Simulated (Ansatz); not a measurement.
**Hf2P2: density, localisation and related maps**

```xyz
4

Hf    0.8498    0.2294    1.1307
Hf   -0.2637   -0.9224   -1.0644
P     0.8567    1.2193   -1.0743
P    -1.4428   -0.5263    1.0080
```

Geometry: PBE-D4/def2-SVP; core potentials replace the inner electrons of Hf.

All numbers below come from Ansatz 0.2.0, RKS PBE0-D4/def2-TZVP.

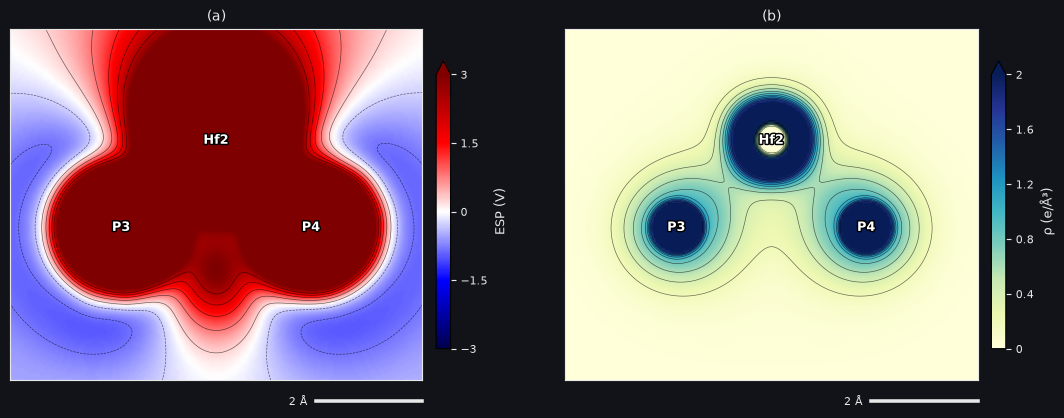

Figure 1. (a) electrostatic potential; (b) electron density on the plane of atoms P3, Hf2 and P4.

Read the bonding off the picture.

Answer. Atoms in the plane: Hf and P. Hf–P (2.42 Å): ρ at the midpoint is about 0.6 e/Å³. Outside the dense part of the molecule the potential is most negative (−1.0 V) near P3 and P4.

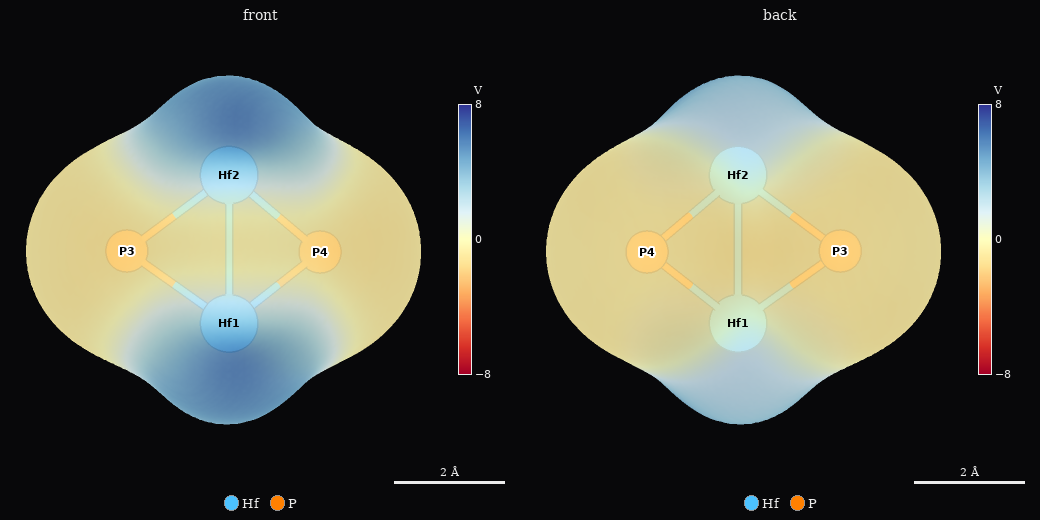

Figure 2. The electrostatic potential painted on the density surface at 0.004 e/bohr³, seen from the front and from behind; the colour scale runs from red (negative) to blue (positive).

Which sites attract a positive test charge, and which a negative one?

Answer. A positive charge is drawn to the negative regions and a negative charge to the positive ones. The most negative region (about −1.4 V) lies over P3 and P4, the most positive (about +6.3 V) over Hf1 and Hf2.

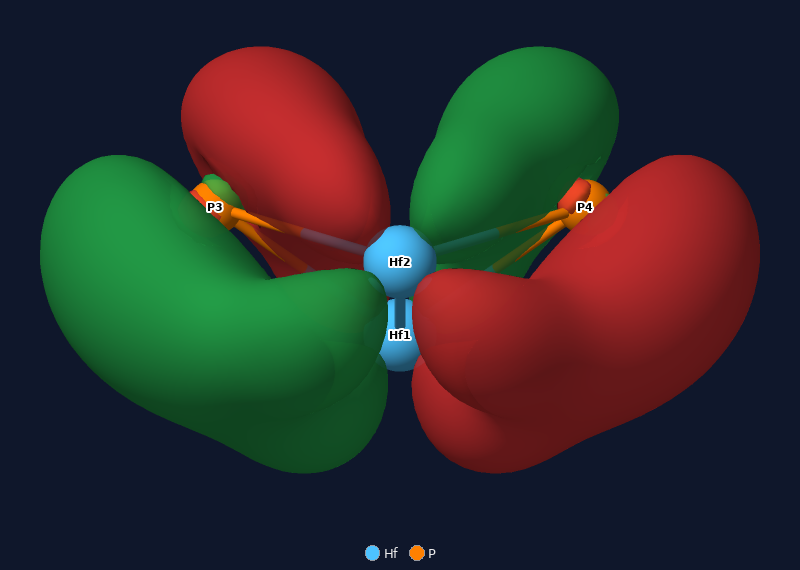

Figure 3. The HOMO−1 at ±0.08 Å⁻³ᐟ² (green and red are the two phases), seen from one side.

Where does this orbital lie, and at what energy?

Answer. By Hirshfeld shares it lies mainly on P3 (about 30 %), P4 (about 30 %), Hf1 (about 20 %) and Hf2 (about 20 %). Its energy is −5.44 eV.

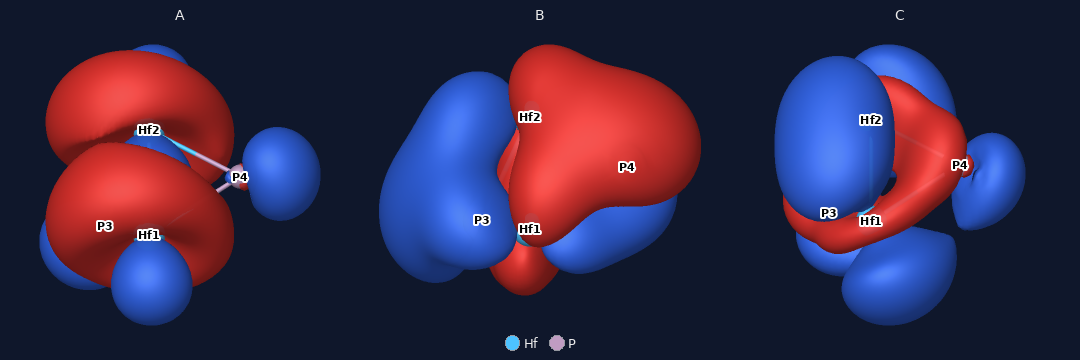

Figure 4. Three frontier orbitals at ±0.06 Å⁻³ᐟ² (blue and red are the two phases), in no order.

Which picture is the HOMO−1, the HOMO and the LUMO?

Answer. B is the HOMO−1 (−5.44 eV). It lies mainly on P3 (about 30 %), P4 (about 30 %), Hf1 (about 20 %) and Hf2 (about 20 %). C is the HOMO (−4.79 eV). Its weight (Hirshfeld) is mainly on Hf1 (about 40 %), Hf2 (about 40 %), P3 (about 10 %) and P4 (about 10 %). A is the LUMO (−2.67 eV). Its weight (Hirshfeld) is mainly on Hf1 (about 40 %), Hf2 (about 40 %), P3 (about 10 %) and P4 (about 10 %).

What is the HOMO–LUMO gap?

Answer. 2.12 eV between the orbital energies.
